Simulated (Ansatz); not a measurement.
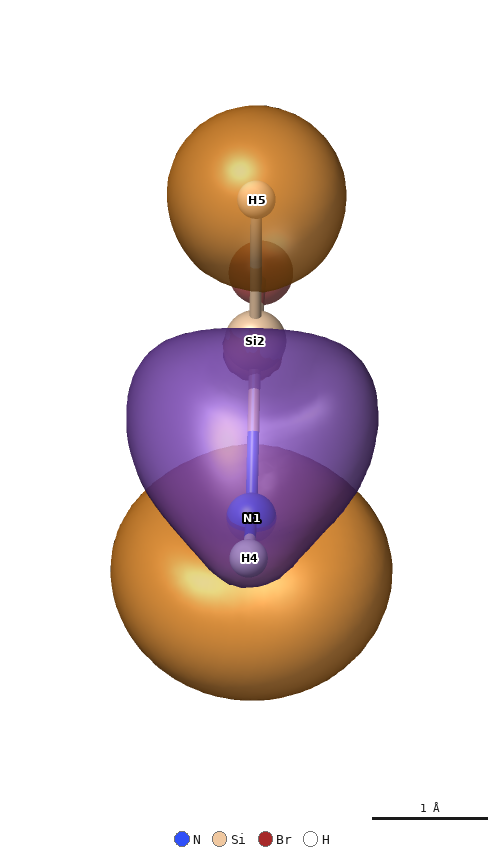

Figure 1: BrH$_{2}$NSi. The HOMO−1 at ±0.1 Å⁻³ᐟ² (orange and purple are the two phases), seen at an oblique angle.

Level of theory: Ansatz 0.2.0, RKS PBE0/def2-mTZVP.

Input file:

```
crystal:
  periodic: [false, false, false]
  atoms:
    - { symbol: "N", position_ang: [-0.63087, -1.072, 0.07211] }
    - { symbol: Si, position_ang: [0.26076, 0.26329, 0.01983] }
    - { symbol: Br, position_ang: [-0.86229, 1.96516, -0.83604] }
    - { symbol: H, position_ang: [-0.33391, -1.97, 0.4191] }
    - { symbol: H, position_ang: [1.56631, 0.81355, 0.325] }
basis:
  gaussian: { orbitals: def2-mTZVP }
hamiltonian:
  xc: pbe0
relax:
  f_tol: 0.015
  max_steps: 40
output:
  orbitals: {}
```

Launched as:

```sh
ansatz run input.yaml --threads 1 --pin off --max-ram 2048MiB --backend cpu --events-out ev --progress --plain --runs-dir out
```

The fields are those of the relaxed geometry.

### Describe this orbital and give its energy.

Its weight (Hirshfeld) is mainly on N1 (about 70 %), Si2 (about 15 %) and H5 (about 5 %); it is symmetric in the molecular plane (an in-plane orbital: σ, lone-pair or in-plane π type); largely a lone pair of N1. Its energy is −7.87 eV.
